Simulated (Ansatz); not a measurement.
The reference is ZrO$_{2}$ in the fluorite structure (space group Fm-3m, No. 225; a = 5.0893 Å). Axes: x, y, z lie along the cube axes.

Perturbation: uniaxial stress, 0.5 GPa compression along x, with the cell and atoms free to relax against it.

The values are results of r2SCAN (Ansatz, a first-principles code), no SOC, not measurements.

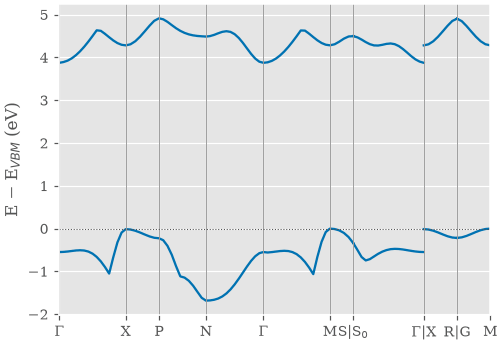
Figure: Highest valence and lowest conduction band along the path of the changed cell's own zone

The gap is 3.88 eV, indirect, M → Γ; the base has 3.89 eV.

Load acts through the strain it causes; cell and atoms are relaxed under it. Stability under load was not tested beyond the relaxation. This is not the structure that ZrO2 has at room temperature and ambient pressure. k-point labels follow each cell's own Brillouin zone.
